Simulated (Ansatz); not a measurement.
# AlGeH3O2: the cost of one run

All numbers are computed with Ansatz 0.2.0, driven from Python. Level of theory: PBE0/def2-SVP.

## Step 1: The system

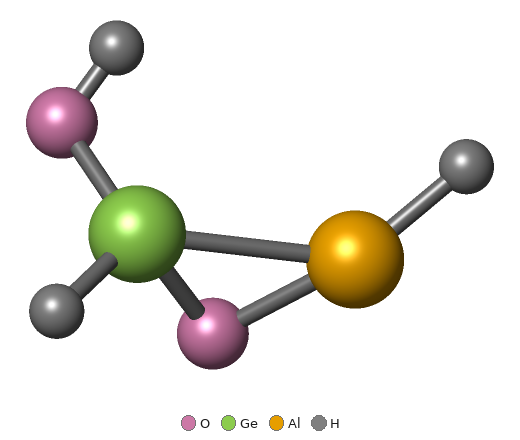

The starting structure, viewed from a chosen angle; oxygen pink, germanium green, aluminium amber, hydrogen grey.

No structure file is read: the coordinates are typed or built in the script.

## Step 2: The code

Contents of bde_algeh3o2.py:

```python
"""Cost of removing each kind of hydrogen from AlGeH3O2, fragments frozen."""

import ansatz as az
from ase import Atoms


def energy(molecule, charge=0, unpaired=0):
    calc = (
        molecule.calculation()
        .basis(gaussian="def2-SVP")
        .functional("pbe0")
    )
    if charge:
        calc = calc.charge(charge)
    if unpaired:
        calc = calc.spin("collinear", total=unpaired)
    return calc.run(threads=1).report["free_energy_ev"]

def without(molecule, index):
    rest = az.Crystal.molecule()
    for i, site in enumerate(molecule.cartesian_sites):
        if i != index:
            rest = rest.atom(site.symbol, site.position_ang)
    return rest


def main() -> None:
    atoms = Atoms(["O", "Ge", "O", "Al", "H", "H", "H"], positions=[
        [-1.6101, 0.8896, -0.0734],
        [0.0093, 0.6943, 0.5052],
        [0.1395, -0.9689, 1.1656],
        [1.2095, -1.254, -0.3468],
        [-1.6152, 0.6971, -1.0651],
        [0.5016, 1.7314, 1.5662],
        [1.4267, -1.8576, -1.7975],
    ])
    mol = az.Crystal.molecule_from_ase(atoms)

    whole = energy(mol, 0)
    hydrogen = energy(az.Crystal.molecule().atom("H", (0, 0, 0)), 0, 1)
    print(f"E(molecule) = {whole:.5f} eV, E(H) = {hydrogen:.5f} eV")
    for index in [4, 5, 6]:
        radical = energy(without(mol, index), 0, 1)
        print(f"H{index}: homolysis {96.485332 * (radical + hydrogen - whole):.1f} kJ/mol")
        anion = energy(without(mol, index), -1)
        print(f"H{index}: loss of a proton {96.485332 * (anion - whole):.1f} kJ/mol")


if __name__ == "__main__":
    main()
```

## Step 3: What the engine is handed

The engine receives this input (first run):

```yaml
crystal:
  periodic: [false, false, false]
  atoms:
    - { symbol: O, position_ang: [-1.6101, 0.8896, -0.0734] }
    - { symbol: Ge, position_ang: [0.0093, 0.6943, 0.5052] }
    - { symbol: O, position_ang: [0.1395, -0.9689, 1.1656] }
    - { symbol: Al, position_ang: [1.2095, -1.254, -0.3468] }
    - { symbol: H, position_ang: [-1.6152, 0.6971, -1.0651] }
    - { symbol: H, position_ang: [0.5016, 1.7314, 1.5662] }
    - { symbol: H, position_ang: [1.4267, -1.8576, -1.7975] }
basis:
  gaussian:
    orbitals: def2-SVP
hamiltonian:
  xc: pbe0
```

## Step 4: Running it

Run with:

```bash
$ python bde_algeh3o2.py
```

**Question.** How long does this script take on 1 thread of Intel Xeon Platinum 8259CL at 2.50GHz (Skylake/Cascade Lake), shared host, and how much memory does it need?

About 47 s, with a peak of 0.33 GiB.
